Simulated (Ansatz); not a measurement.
# CClFTe (charge −1, doublet): what the fields show

Input file:

```
crystal:
  periodic: [false, false, false]
  atoms:
    - {symbol: C, position_ang: [-0.125333, -0.089752, 0.370234]}
    - {symbol: Cl, position_ang: [-0.916902, 0.809044, -4.314796]}
    - {symbol: F, position_ang: [0.162070, -1.361776, 0.671446]}
    - {symbol: Te, position_ang: [-0.166634, 0.706653, -1.488410]}
basis:
  gaussian:
    orbitals: def2-TZVPD
total_charge: -1
magnetization:
  spin_polarized: true
  initial_magnetization: 1
hamiltonian:
  xc: {name: PBE0}
output: {forces: true, orbitals: {seedname: orbitals}}
```

Command:

```sh
ansatz run input.yaml --threads 2 --pin off --max-ram 4350MiB --events-out events.jsonl --progress --plain --runs-dir runs
```

Geometry: B3LYP-D3(BJ)/def2-SVPD; core potentials replace the inner electrons of Te.

The calculation used isolated molecule in a Gaussian basis; Kohn-Sham density functional theory, functional PBE0 in Ansatz 0.2.0.

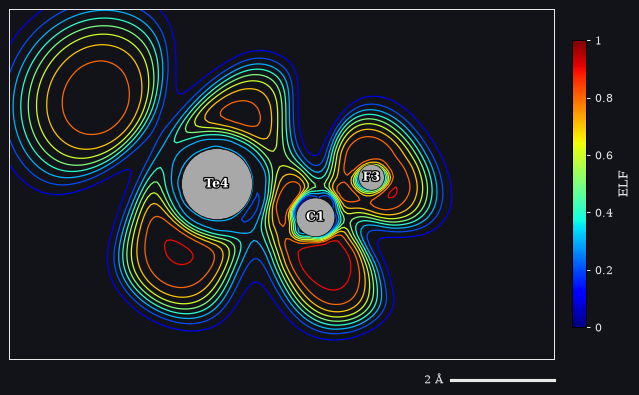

Figure 1. ELF on the plane of atoms F3, C1 and Te4. Grey discs cover the atomic cores.

What do the fields say about this system?

Answer. The plane passes through C, F and Te nuclei. C–F (1.34 Å): the ELF peaks at about 0.80 between the atoms (a polar covalent bond). C–Te (2.02 Å): the ELF peaks at about 0.85 between the atoms (a covalent bond). The ELF also peaks beside C1, Te4 and F3, away from the bonds: non-bonding electrons, paired or unpaired.

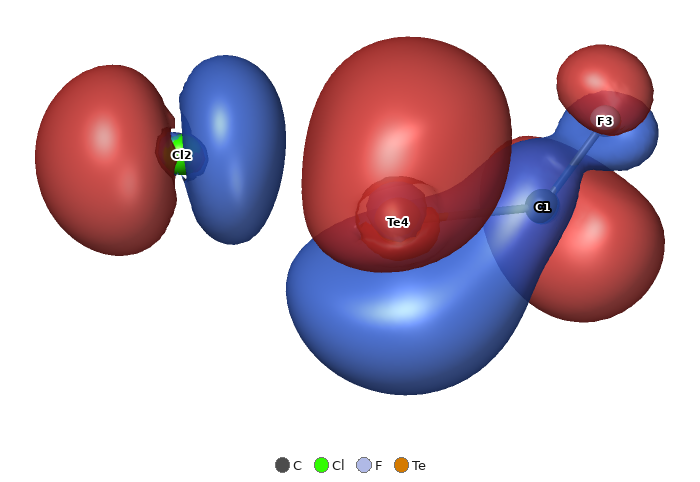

Figure 2. The HOMO (α) at ±0.06 Å⁻³ᐟ² (blue and red are the two phases), seen at a tilt.

Where does this orbital lie, and at what energy?

Answer. Its weight (Hirshfeld) is mainly on Te4 (about 50 %), Cl2 (about 25 %) and C1 (about 20 %). Its energy is −1.61 eV.

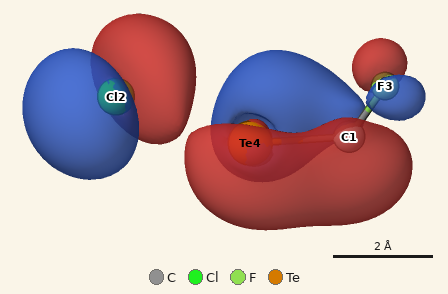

Figure 3. The HOMO−1 (β) at ±0.06 Å⁻³ᐟ² (red and blue are the two phases), seen across its widest extent.

What is the character of this orbital?

Answer. Its weight (Hirshfeld) is mainly on Cl2 (about 50 %), Te4 (about 25 %) and C1 (about 20 %). Its energy is −2.54 eV.
